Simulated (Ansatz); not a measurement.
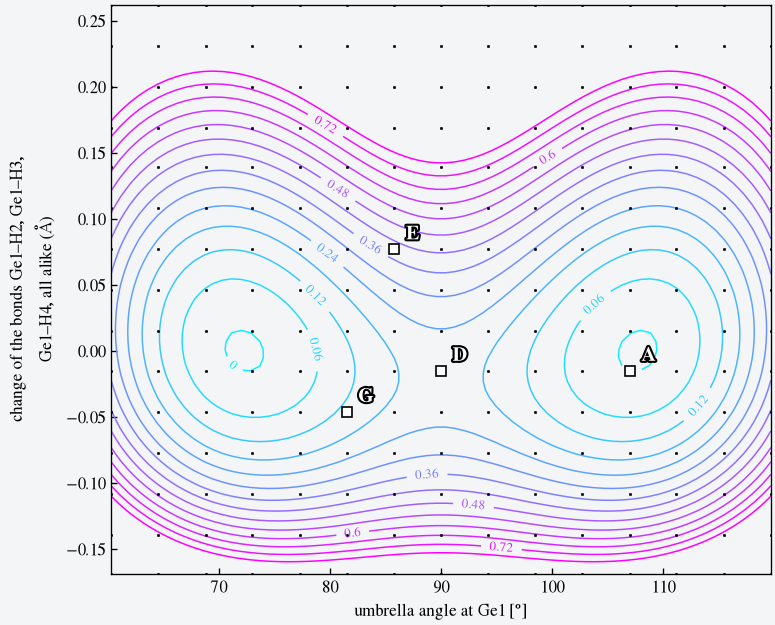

GeH3, SMILES [GeH3], spin multiplicity 2. The first coordinate is: umbrella angle at Ge1 (between each of its bonds and their common axis; 90 is planar); the second: change of the bonds Ge1–H2, Ge1–H3, Ge1–H4, all alike. Nothing is relaxed (all other coordinates rigid). The scan uses a 15 × 15 grid; 120 points were computed and 105 follow by symmetry. Points are written as (first, second). Energies are in eV, from the lowest grid point. Level of theory: UKS PBE0-D4/def2-TZVP in Ansatz 0.2.0.

The picture shows contour lines labelled in eV (none above 0.78), dots at the grid points, lettered points. Between grid points the surface is interpolated.

Question: Rank the lettered points by energy, lowest first.

Answer: A (0.00 eV), G (0.13 eV), D (0.20 eV), E (0.39 eV).

Question: What kind of point is each of A, D, E, G: minimum, saddle, maximum or slope?

Answer: A: minimum; D: saddle point; E: on a slope; G: on a slope. (In these two coordinates alone; a stationary point may lie a little off the grid point.)
